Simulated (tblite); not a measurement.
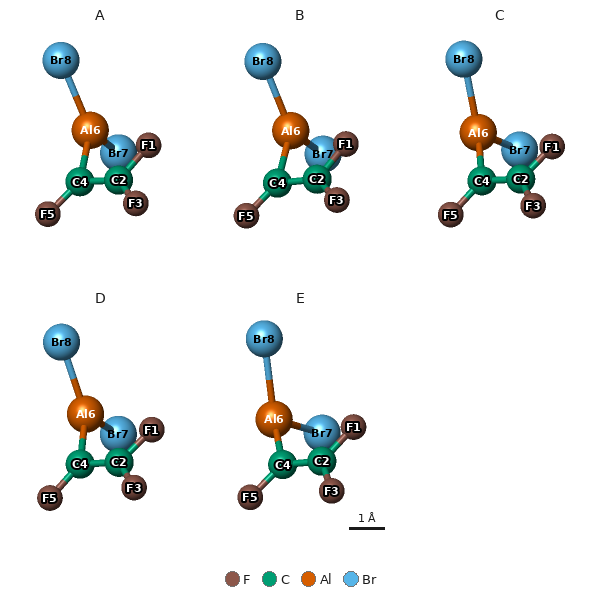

5 geometries from one relaxation of AlC2Br2F3, in shuffled order. The picture is a ball-and-stick view, seen from a free direction.

Level of theory: tblite 0.8.0, GFN2-xTB geometry optimisation, gas phase. 

Q: Order the frames from highest to lowest energy.

A: E, C, D, A, B. They are steps 0, 3, 7, 16, 39, at +0.937 eV, +0.258 eV, +0.106 eV, +0.036 eV relative to the last. Al6 moves most after the best rigid fit: 0.52 Å. Largest moves by element: Al 0.52 Å, F 0.31 Å, Br 0.24 Å, C 0.16 Å. Some distances before and after: F1–Al6 2.936 → 2.216 Å, Al6–Br7 2.399 → 2.235 Å, C2–F3 1.368 → 1.309 Å, C4–Al6 1.979 → 2.030 Å. Among the angles between lasting bonds that change: F5–C4–Al6 120.9° → 144.5°, C2–C4–Al6 116.8° → 95.9°, Br7–Al6–Br8 115.0° → 131.5°. The energy falls by 0.937 eV in 39 geometry steps. The run took 0.27 s on 1 thread of Arm Neoverse V2, with other jobs on the host.
